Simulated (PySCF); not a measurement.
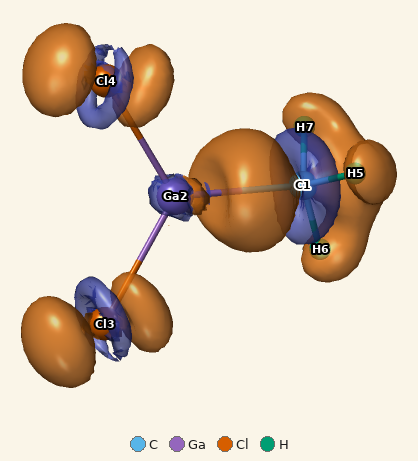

Figure. CH₃Cl₂Ga, SMILES `C[Ga](Cl)Cl`. Fukui function f⁻ = ρ(N) − ρ(N−1) at fixed geometry, surfaces at ±0.03 e/Å³ (orange positive, blue negative).

Method: ωB97X/def2-TZVP; geometry: GFN2-xTB; program: PySCF. No frequency check shows the geometry to be a minimum. GFN2-xTB bond lengths at metals and heavier atoms can be off by up to 0.1 Å and shapes distorted, which carries into these values.

Input

```python
import numpy as np
from pyscf import gto, scf, dft
from pyscf.scf import atom_ks, atom_hf
from scipy.linalg import block_diag

def solve(mol, dm0=None, hcore=None):
    mf = (dft.UKS if mol.spin else dft.RKS)(mol, xc='wb97x')
    mf.grids.level = 3
    mf = mf.density_fit(auxbasis='def2-universal-jkfit')
    mf.conv_tol, mf.max_cycle = 1e-8, 80
    if hcore is not None:
        mf.get_hcore = lambda *args: hcore
    mf.kernel(dm0)
    if not mf.converged:
        mf = mf.newton().run(mf.mo_coeff, mf.mo_occ, max_cycle=30)
    assert mf.converged, 'SCF not converged'
    return mf

mol = gto.M(atom='''
C     -0.02018     2.28661    -0.00019
Ga    -0.00036     0.24675    -0.00119
Cl     1.78816    -0.85128     0.00073
Cl    -1.77508    -0.87412     0.00072
H     -0.34253     2.64883     0.97848
H      0.97874     2.66708    -0.21506
H     -0.72665     2.64692    -0.75006
''', basis='def2-tzvp', charge=0, spin=0, verbose=4)
mf = solve(mol)
out = dict(e0=mf.e_tot, dm0=mf.make_rdm1(), c=mf.mo_coeff, occ=mf.mo_occ, eps=mf.mo_energy)
for name, dq, spin in [('cation', 1, 1)]:
    ion = mol.copy().set(charge=mol.charge + dq, spin=spin).build()
    mi = solve(ion)
    if spin and dq > 0 and mol.nao < 130:
        c, _, stable, _ = mi.stability(return_status=True)
        if not stable:
            mi = solve(ion, mi.make_rdm1(c, mi.mo_occ))
    print(name, 'vertical energy change / eV', (mi.e_tot - mf.e_tot) * 27.211386)
    out.update({'e_' + name: mi.e_tot, 'dm_' + name: mi.make_rdm1(), 's2_' + name: mi.spin_square()[0], 'eps_' + name: mi.mo_energy, 'occ_' + name: mi.mo_occ})
# spherically averaged free atoms, for the promolecule
atm = atom_ks.get_atm_nrks(mol, xc='wb97x')
pro = block_diag(*[(atm[a[0]][2] * atm[a[0]][3]) @ atm[a[0]][2].T for a in mol._atom])
np.savez('result.npz', pro=pro, **out)
```

Launched as:

```sh
OMP_NUM_THREADS=1 python input.py
```

The run took 48 s on 1 thread of Intel(R) Xeon(R) Platinum 8375C CPU @ 2.90GHz (Ice Lake), on a shared host, peak memory 0.81 GiB.

Partitions, critical points and surface values were worked out afterwards from this run's density.

### Which atoms respond most to the removal of an electron?

f⁻ (Hirshfeld-condensed) is largest on Cl4 (0.23), Cl3 (0.23) and C1 (0.19); the vertical ionisation energy is 10.93 eV (the stability of the cation's solution wasn't checked). Condensed values hint at sites of electrophilic attack but needn't mark the atom that reacts. Shares this close don't rank the sites. Orbital relaxation makes it negative in places (0.18 e in all).

| atom | f⁻ | charge |
| --- | --- | --- |
| C1 | +0.19 | −0.24 |
| Ga2 | +0.14 | +0.50 |
| Cl3 | +0.23 | −0.20 |
| Cl4 | +0.23 | −0.20 |
| H5 | +0.07 | +0.05 |
| H6 | +0.07 | +0.04 |
| H7 | +0.07 | +0.05 |
